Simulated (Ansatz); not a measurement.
# HNO2 (nitrous acid) at wB97X/STO-3G

Aim: the vertical ionisation energy of HNO2 (nitrous acid) at wB97X/STO-3G, from 2 runs. 

The results are computed with Ansatz 0.2.0.

61 further runs of the same task are left out: 1 that didn't finish, 60 set aside as unsound or not needed.

**1. The structure to begin with**

HNO2 has 4 atoms, charge 0, and is taken as a singlet. As SMILES, `O=NO`. Geometry: relaxed at PBE0-D4/def2-TZVP.

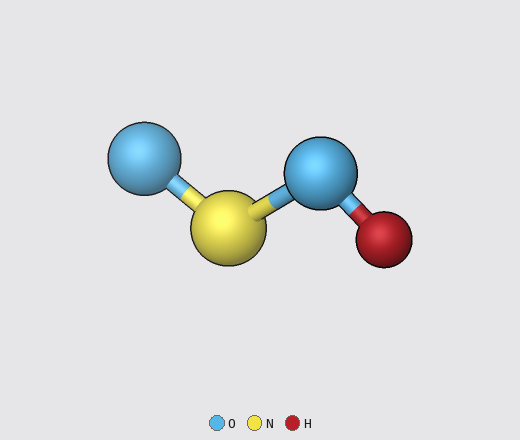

The structure, seen from a chosen angle (oxygen blue, nitrogen yellow, hydrogen red).

**2. A single-point energy at wB97X/STO-3G**

The input, input.yaml:

```yaml
crystal:
  periodic: [false, false, false]
  atoms:
    - {symbol: O, position_ang: [0.413650, 0.047230, 1.437260]}
    - {symbol: "N", position_ang: [0.320150, -0.419400, 0.377370]}
    - {symbol: O, position_ang: [-0.362650, 0.434660, -0.492650]}
    - {symbol: H, position_ang: [-0.371140, -0.062490, -1.321980]}
basis:
  gaussian:
    orbitals: STO-3G
magnetization:
  spin_polarized: false
hamiltonian:
  xc: {name: wB97X}
accuracy: high
```

On the command line:

```bash
$ ansatz run input.yaml --threads 1 --pin off --max-ram 3480MiB --events-out events.jsonl --progress --plain --runs-dir runs
```

Standard output:

```text
Warning: RAYON_NUM_THREADS=1 ignored (pool sized by the plan → 1); use --threads N
Functional definition: wB97X
  name "wB97X"
  parameter omega = 0.3/bohr
  parameter cx = 0.157706
  parameter cx1 = 0.726479
  parameter cx2 = 1.04760
  parameter cx3 = -5.70635
  parameter cx4 = 13.2794
  parameter css1 = -4.33879
  parameter css2 = 18.2308
  parameter css3 = -31.7430
  parameter css4 = 17.2901
  parameter cos1 = 2.37031
  parameter cos2 = -11.3995
  parameter cos3 = 6.58405
  parameter cos4 = -3.78132
  exchange = spin_sum(e_x_unif_sr(omega)*poly(b97_u_x, 1 - cx, cx1, cx2, cx3, cx4)) + cx*exact_x_sr(omega)
      + exact_x_lr(omega)
  correlation = spin_sum(e_c_pw_same_spin*poly(b97_u_same, 1, css1, css2, css3, css4))
      + integral(e_c_pw_opposite_spin*poly(b97_u_opposite, 1, cos1, cos2, cos3, cos4))
275 factors; integrals over basis functions are off by at most 2.3e-8 eV
123 factors; integrals over basis functions are off by at most 5.5e-10 eV
mean field evaluation 1: about -5518.1533 eV, gradient 2.6e1 eV
mean field evaluation 2: about -5518.2843 eV, gradient 2.7e1 eV
mean field evaluation 4: about -5519.9584 eV, gradient 1.4e0 eV
mean field evaluation 8: about -5519.9541 eV, gradient 6.4e-3 eV
mean field evaluation 16: about -5519.9541 eV, gradient 1.0e-6 eV
mean field -5519.95413941 eV, -202.8545730639 hartree, gradient 6.2e-8 eV, S^2 0.000000; 0 other end points of the search recorded, 0 dependent functions left out
reference -5519.95413846 eV, -202.8545730290 hartree; 12, 12 occupied and 4, 4 virtual orbitals, 275 factors
Total energy: -5519.95413846 eV, -202.8545730290 hartree
```

It took 2 s on 1 thread of Intel Xeon 6975P-C (Granite Rapids), shared host; peak memory 0.2 GiB.

**3. The doublet cation**

The input, in.yaml:

```yaml
crystal:
  periodic: [false, false, false]
  atoms:
    - {symbol: O, position_ang: [0.413650, 0.047230, 1.437260]}
    - {symbol: N, position_ang: [0.320150, -0.419400, 0.377370]}
    - {symbol: O, position_ang: [-0.362650, 0.434660, -0.492650]}
    - {symbol: H, position_ang: [-0.371140, -0.062490, -1.321980]}
basis:
  gaussian: {orbitals: STO-3G}
total_charge: 1
magnetization: {spin_polarized: true, initial_magnetization: 1}
hamiltonian: {xc: {name: wB97X}}
accuracy: high
```

On the command line:

```bash
$ ansatz run in.yaml --threads 1 --pin off --max-ram 3480MiB --events-out events.jsonl --progress --plain --runs-dir runs
```

Standard output:

```text
Warning: RAYON_NUM_THREADS=1 ignored (pool sized by the plan → 1); use --threads N
[... 17 set-up lines as earlier in the session ...]
      + exact_x_lr(omega)
[... 1 set-up line as earlier in the session ...]
      + integral(e_c_pw_opposite_spin*poly(b97_u_opposite, 1, cos1, cos2, cos3, cos4))
275 factors; integrals over basis functions are off by at most 2.3e-8 eV
123 factors; integrals over basis functions are off by at most 5.5e-10 eV
mean field evaluation 1: about -5508.9496 eV, gradient 2.1e1 eV
mean field evaluation 2: about -5508.6753 eV, gradient 2.4e1 eV
mean field evaluation 4: about -5511.4294 eV, gradient 1.4e0 eV
mean field evaluation 8: about -5511.4211 eV, gradient 6.3e-2 eV
mean field evaluation 16: about -5511.4215 eV, gradient 2.0e-4 eV
mean field -5511.42147820 eV, -202.5410035482 hartree, gradient 2.3e-8 eV, S^2 0.760896; 0 other end points of the search recorded, 0 dependent functions left out
reference -5511.42147727 eV, -202.5410035139 hartree; 12, 11 occupied and 4, 5 virtual orbitals, 275 factors
Total energy: -5511.42147727 eV, -202.5410035139 hartree
```

Wall time 3.9 s (1 thread of Intel Xeon 6975P-C (Granite Rapids), shared host); peak memory 0.33 GiB.

**4. Results**

Level: wB97X/STO-3G.

| quantity | value |
| --- | --- |
| singlet HNO2: total energy | -202.85457 Eh |
| doublet cation: total energy | -202.54100 Eh |
| doublet cation: ⟨S²⟩ | 0.761 |
| vertical ionisation energy (to the doublet cation) | 8.533 eV |

**Reading.** Removing an electron at fixed nuclei costs 8.53 eV (823 kJ/mol). In a minimal basis such a difference can be off by several eV, whatever the method.
